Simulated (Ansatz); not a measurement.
TiH₂OF₄: several calculations on one system

**1. Relaxation**

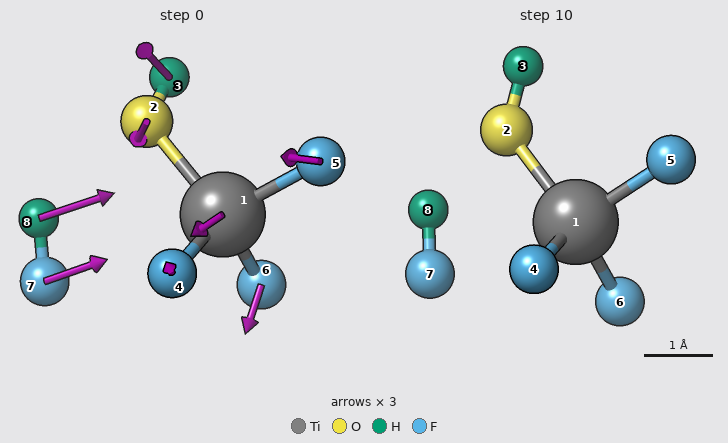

The structure of TiH2OF4 before (left) and after (right) a relaxation, at one scale. The purple arrows give the displacements, 3 times their true length.

A ball-and-stick model, seen at a tilt.

The run prepares an end point of a later path (reaction) calculation, from a guessed geometry.

These are results of RKS revPBE-D4/def2-SVP in Ansatz 0.2.0, not measurements. Set-up: no spin polarisation; force threshold 0.03 eV/Å; at most 50 steps.

Question: What changed between the two?

Answer: Over 10 geometry steps the energy falls by 20.3 kJ/mol. Largest force component: 1.3 eV/Å at the start, 0.021 eV/Å at the end. The largest move after the best rigid fit is that of H3, 0.42 Å. By element the largest moves are H 0.42 Å, F 0.36 Å, O 0.26 Å, Ti 0.23 Å. Among the contacts that change: Ti1–F7 3.023 → 2.448 Å, Ti1–H8 2.950 → 2.433 Å, Ti1–O2 1.880 → 1.849 Å, F7–H8 0.933 → 0.963 Å. Bond angles that change, for instance: Ti1–O2–H3 120.5° → 126.9°, O2–Ti1–F5 106.5° → 100.1°, O2–Ti1–F4 111.3° → 115.9°. Groups turn about Ti1–O2 by about 55°.

Limits of the set-up: the start holds two separate molecules, 2.2 Å apart at their closest, whose relative position is a soft coordinate.

**2. Relaxation**

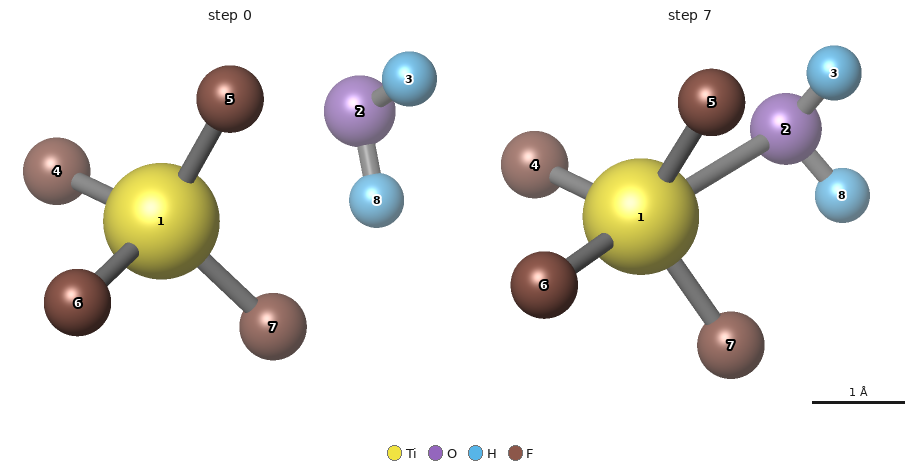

The structure of TiH₂OF₄ before (left) and after (right) a relaxation, at one scale.

A ball-and-stick model, seen from a free direction.

The run prepares an end point of a later path (reaction) calculation, from a guessed geometry.

All numbers below come from RKS revPBE-D4/def2-SVP (Ansatz). Settings: no spin polarisation; force threshold 0.03 eV/Å; at most 50 steps.

Summarise the run.

Answer. The atom that moves furthest after the best rigid fit is O2 (0.49 Å). By element the largest moves are O 0.49 Å, H 0.40 Å, Ti 0.26 Å, F 0.25 Å. Near-neighbour distances that change, for instance: Ti1–O2 3.106 → 2.371 Å, Ti1–H3 3.323 → 2.788 Å, Ti1–H8 2.981 → 2.791 Å, Ti1–F7 1.804 → 1.777 Å. New bonds form, among them: Ti1–O2 (3.11 → 2.37 Å). Among the angles between lasting bonds that change: F5–Ti1–F6 106.1° → 100.1°, F5–Ti1–F7 112.2° → 117.7°, F4–Ti1–F6 106.6° → 101.5°. After 7 geometry steps the energy has fallen by 28.4 kJ/mol. Largest force component: 0.86 eV/Å at the start, 0.0044 eV/Å at the end. Cost: 11 s on 4 threads of Arm Neoverse V2, on a shared host, peak memory 0.17 GiB.

**3. Path**

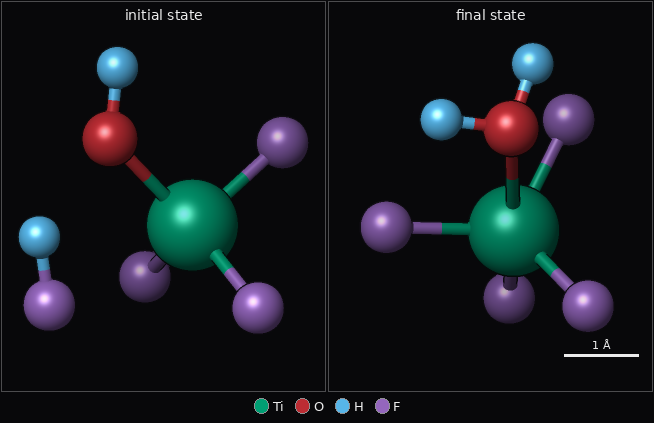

The two relaxed end points of a path for TiH₂OF₄. The picture is a ball-and-stick view, seen at a tilt.

Level of theory: Ansatz, RKS revPBE-D4/def2-SVP.

Run with 5 movable images; climbing image; force threshold 0.03 eV/Å; iteration limit 60.

Start:
```xyz
8

Ti   -0.0238   -0.0910    0.0443
O    -0.1549   -0.1906    1.8863
H    -0.6758    0.3910    2.4676
F     1.5482    0.3638   -0.5890
F    -1.0254    1.3145   -0.2583
F    -0.8194   -1.3752   -0.8486
F     1.2384   -1.9493    1.0181
H     0.8455   -1.5393    1.7956
```

End:
```xyz
8

Ti    0.0718   -0.5133   -0.1671
O     0.5162    0.0571    2.0908
H    -0.3132    0.4583    2.4171
F     1.5167    0.4327   -0.4811
F    -1.3818    0.3983    0.2954
F    -0.3802   -1.0107   -1.7890
F     0.3256   -2.1018    0.5876
H     0.5777   -0.7967    2.5625
```

**Predict the minimum-energy path and its barrier.**

The energy climbs by 3.1 kcal/mol to image 1 and then falls by 18.9 kcal/mol, so the end point sits at −15.8 kcal/mol. Breaking: F7–H8 (0.96 → 1.12 at the top → 2.38 Å). Forming: O2–H8 (1.68 → 1.25 at the top → 0.98 Å), Ti1–F7 (2.45 → 2.13 at the top → 1.78 Å). The band converged in 16 iterations. The largest component of the band force went from 6.4 to 0.015 eV/Å. The climbing image converged on the top of the path. Its vibrational analysis gives one imaginary mode (482i cm⁻¹), as a transition state must have.

Energies of the converged images:

```csv
image,path (Å),E (kcal/mol)
0,0.00,0.0
1,0.68,3.1
2,1.17,-5.6
3,1.66,-10.1
4,2.15,-12.3
5,2.64,-14.6
6,3.13,-15.8
```

The geometry at the top of the path:

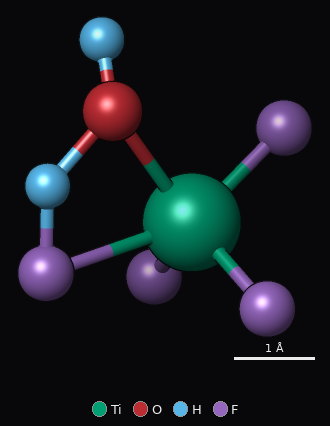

Cost: 97 s on 4 threads of Arm Neoverse V2, on a shared host, peak memory 0.17 GiB.
